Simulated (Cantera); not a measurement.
Charge: 1 mol HMDSO, 1.3 mol CO2, 0.98 mol H2, held at 10.0 Torr.

Method: chemical equilibrium by Gibbs-energy minimisation in Cantera with the NASA 1993 tables (ideal gas, pure condensed phases). Candidate condensed phases: C, C6H6, C7H8, C8H18, H2O, Si, SiC, SiO2; 123 gas species. The feed counts by its element totals alone. Mutual solubility and eutectic melting of coexisting phases are not modelled. The tables hold silica as quartz up to 1696 K and as liquid above; real silica turns to tridymite and cristobalite and melts near 1996 K. Equilibrium is a limit: real reactors are often held back by kinetics, nucleation or transport.

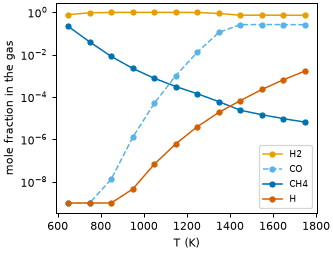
Figure: Equilibrium gas composition (values under 1e-9 drawn at 1e-9)

From 648 K to 748 K the condensed part is C(graphite) + SiC(s) + SiO2(α-quartz). From 848 K to 1348 K the condensed part is C(graphite) + SiC(s) + SiO2(β-quartz). From 1448 K to 1748 K the condensed part is C(graphite) + SiC(s).
